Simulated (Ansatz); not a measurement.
**[NH4]+ (ammonium) at 6 levels**

Wanted: a comparison of 6 runs (HF/6-31G, UHF/3-21G, BHLYP/3-21G, wB97M-V/3-21G, CCSD/6-31G, FCI/6-31G) of [NH4]+ (ammonium). 

The calculation is run with Ansatz 0.2.0.

2 further runs of the same task are left out: 1 that didn't finish, 1 set aside as unsound or not needed.

### 1 The structure to begin with

[NH4]+: 5 atoms, total charge +1, spin state singlet. As SMILES, `[NH4+]`. The H2–N1 distance was set to 1.544 Å, away from the relaxed value. At this shape a bond of the SMILES string is far longer than usual.

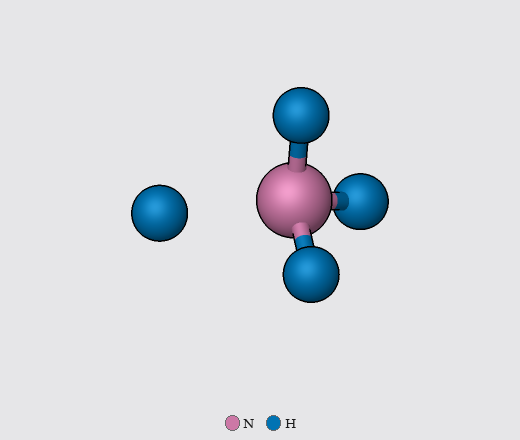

Viewed from a chosen angle; nitrogen pink, hydrogen blue.

### 2 The energy at HF/6-31G (run 1)

Input file molecule.yaml:

```yaml
crystal:
  periodic: [false, false, false]
  atoms:
    - {symbol: N, position_ang: [-0.227831, 0.225451, -0.402869]}
    - {symbol: H, position_ang: [0.455870, -0.450720, 0.805650]}
    - {symbol: H, position_ang: [-1.205811, 0.442941, -0.166309]}
    - {symbol: H, position_ang: [-0.203831, -0.411949, -1.211079]}
    - {symbol: H, position_ang: [0.269969, 1.095881, -0.636829]}
basis:
  gaussian:
    orbitals: 6-31G
total_charge: 1
hamiltonian:
  xc: hf
accuracy: high
```

Run with:

```sh
$ ansatz run molecule.yaml --threads 1 --pin off --max-ram 2610MiB --events-out events.jsonl --progress --plain --runs-dir runs
```

Standard output:

```text
Warning: RAYON_NUM_THREADS=1 ignored (pool sized by the plan → 1); use --threads N
Functional definition: HF
  name "HF"
  exchange = exact_x
  correlation = 0
409 factors; integrals over basis functions are off by at most 3.7e-9 eV
mean field evaluation 1: about -1530.5755 eV, gradient 4.7e1 eV
mean field evaluation 2: about -1530.5730 eV, gradient 4.7e1 eV
mean field evaluation 4: about -1535.2637 eV, gradient 1.5e0 eV
mean field evaluation 8: about -1535.2751 eV, gradient 1.7e-5 eV
mean field -1535.27506505 eV, -56.4203179940 hartree, gradient 2.0e-8 eV, S^2 0.000000; 0 other end points of the search recorded, 0 dependent functions left out
reference -1535.27506505 eV, -56.4203179940 hartree; 5, 5 occupied and 12, 12 virtual orbitals, 409 factors
Total energy: -1535.27506505 eV, -56.4203179940 hartree
```

Run time: 0.08 s. Hardware: 1 thread of Intel Xeon 6975P-C (Granite Rapids), shared host.

### 3 The energy at UHF/3-21G (run 2)

Input file input.yaml:

```yaml
crystal:
  periodic: [false, false, false]
  atoms:
    - {symbol: "N", position_ang: [-0.227831, 0.225451, -0.402869]}
    - {symbol: H, position_ang: [0.455870, -0.450720, 0.805650]}
    - {symbol: H, position_ang: [-1.205811, 0.442941, -0.166309]}
    - {symbol: H, position_ang: [-0.203831, -0.411949, -1.211079]}
    - {symbol: H, position_ang: [0.269969, 1.095881, -0.636829]}
basis:
  gaussian:
    orbitals: 3-21G.json
total_charge: 1
magnetization:
  spin_polarized: true
hamiltonian:
  xc: hf
accuracy: high
```

The basis set 3-21G is read from a file made from the Basis Set Exchange's data (not shown).

Run with:

```sh
$ ansatz run input.yaml --threads 1 --pin off --max-ram 2610MiB --events-out events.jsonl --progress --plain --runs-dir runs
```

Standard output:

```text
Warning: RAYON_NUM_THREADS=1 ignored (pool sized by the plan → 1); use --threads N
[... 4 set-up lines as earlier in the session ...]
337 factors; integrals over basis functions are off by at most 1.8e-8 eV
mean field evaluation 1: about -1523.9367 eV, gradient 3.1e1 eV
mean field evaluation 2: about -1523.9320 eV, gradient 3.1e1 eV
mean field evaluation 4: about -1527.6955 eV, gradient 9.4e-1 eV
mean field evaluation 8: about -1527.7044 eV, gradient 4.2e-4 eV
mean field evaluation 16: about -1527.2614 eV, gradient 2.9e0 eV
mean field evaluation 32: about -1527.6981 eV, gradient 9.4e-1 eV
mean field -1527.70438085 eV, -56.1421004812 hartree, gradient 1.4e-8 eV, S^2 0.000000; 0 other end points of the search recorded, 0 dependent functions left out
reference -1527.70438085 eV, -56.1421004812 hartree; 5, 5 occupied and 12, 12 virtual orbitals, 337 factors
Total energy: -1527.70438085 eV, -56.1421004812 hartree
```

Wall time 0.06 s (1 thread of Intel Xeon 6975P-C (Granite Rapids), shared host).

### 4 A single-point energy at BHLYP/3-21G (run 3)

Input file job.yaml:

```yaml
crystal:
  periodic: [false, false, false]
  atoms:
    - {symbol: "N", position_ang: [-0.227831, 0.225451, -0.402869]}
    - {symbol: H, position_ang: [0.455870, -0.450720, 0.805650]}
    - {symbol: H, position_ang: [-1.205811, 0.442941, -0.166309]}
    - {symbol: H, position_ang: [-0.203831, -0.411949, -1.211079]}
    - {symbol: H, position_ang: [0.269969, 1.095881, -0.636829]}
basis:
  gaussian:
    orbitals: 3-21G.json
total_charge: 1
hamiltonian:
  xc: {name: BHLYP}
accuracy: high
```

The basis set 3-21G is read from a file made from the Basis Set Exchange's data (not shown).

Run with:

```sh
$ ansatz run job.yaml --threads 1 --pin off --max-ram 2610MiB --events-out events.jsonl --progress --plain --runs-dir runs
```

Standard output:

```text
Warning: RAYON_NUM_THREADS=1 ignored (pool sized by the plan → 1); use --threads N
Functional definition: BHLYP
  name "BHLYP"
  parameter a = 0.5
  exchange = (1 - a)*b88_x + a*exact_x
  correlation = lyp_c
337 factors; integrals over basis functions are off by at most 1.8e-8 eV
mean field evaluation 1: about -1528.3887 eV, gradient 6.6e1 eV
mean field evaluation 2: about -1526.5503 eV, gradient 6.7e1 eV
mean field evaluation 4: about -1536.6707 eV, gradient 3.9e-1 eV
mean field evaluation 8: about -1536.6609 eV, gradient 1.8e-3 eV
mean field -1536.66087714 eV, -56.4712456486 hartree, gradient 3.6e-8 eV, S^2 0.000000; 0 other end points of the search recorded, 0 dependent functions left out
reference -1536.66089251 eV, -56.4712462135 hartree; 5, 5 occupied and 12, 12 virtual orbitals, 337 factors
Total energy: -1536.66089251 eV, -56.4712462135 hartree
```

It took 0.41 s on 1 thread of Intel Xeon 6975P-C (Granite Rapids), shared host.

Runs 4 to 5 aren't shown in full; the table further down has their settings and results.

### 5 A single-point energy at FCI/6-31G (run 6)

Input file in.yaml:

```yaml
crystal:
  periodic: [false, false, false]
  atoms:
    - {symbol: N, position_ang: [-0.227831, 0.225451, -0.402869]}
    - {symbol: H, position_ang: [0.455870, -0.450720, 0.805650]}
    - {symbol: H, position_ang: [-1.205811, 0.442941, -0.166309]}
    - {symbol: H, position_ang: [-0.203831, -0.411949, -1.211079]}
    - {symbol: H, position_ang: [0.269969, 1.095881, -0.636829]}
basis:
  gaussian: {orbitals: 6-31G}
accuracy: high
total_charge: 1
correlation: {method: fci, frozen_orbitals: {H: 0, "N": 1}}
```

Run with:

```sh
$ ansatz run in.yaml --threads 1 --pin off --max-ram 2610MiB --events-out events.jsonl --progress --plain --runs-dir runs
```

Standard output:

```text
Warning: RAYON_NUM_THREADS=1 ignored (pool sized by the plan → 1); use --threads N
[... 4 set-up lines as earlier in the session ...]
409 factors; integrals over basis functions are off by at most 3.7e-9 eV
mean field evaluation 1: about -1530.5755 eV, gradient 4.7e1 eV
mean field evaluation 2: about -1530.5730 eV, gradient 4.7e1 eV
mean field evaluation 4: about -1535.2637 eV, gradient 1.5e0 eV
mean field evaluation 8: about -1535.2751 eV, gradient 1.7e-5 eV
mean field -1535.27506505 eV, -56.4203179940 hartree, gradient 2.0e-8 eV, S^2 0.000000; 0 other end points of the search recorded, 0 dependent functions left out
1 core orbitals not correlated: weight in the atoms' cores, before any rotation towards them, 1.000 or more for the frozen orbitals, at most 0.000 for the correlated occupied ones
reference -1535.27506505 eV, -56.4203179940 hartree; 4, 4 occupied and 12, 12 virtual orbitals, 409 factors
state -1539.43811026 eV, -56.5733070833 hartree
Total energy: -1539.43811026 eV, -56.5733070833 hartree
```

Wall time 7.5 s (1 thread of Intel Xeon 6975P-C (Granite Rapids), shared host); peak memory 0.32 GiB.

### 6 Overview of the runs

```tsv
run	level	frozen core orbitals	energy (Eh)	wall time
1	HF/6-31G	–	-56.420318	0.08 s
2	UHF/3-21G	–	-56.142100	0.06 s
3	BHLYP/3-21G	–	-56.471246	0.41 s
4	wB97M-V/3-21G	–	-56.478643	2.9 s
5	CCSD/6-31G	1	-56.570527	0.1 s
6	FCI/6-31G	1	-56.573307	7.5 s
```

### 7 What came out

| quantity | value |
| --- | --- |
| run 6: total energy | -56.57331 Eh |
| run 6: correlation energy (1 core orbital frozen) | -153.0 mEh |

What this shows: Against full CI in this basis: HF +153.0 mEh; CCSD +2.8 mEh. Totals of different functionals can't be ranked against each other. All runs together took 11 s, the longest 7.5 s.
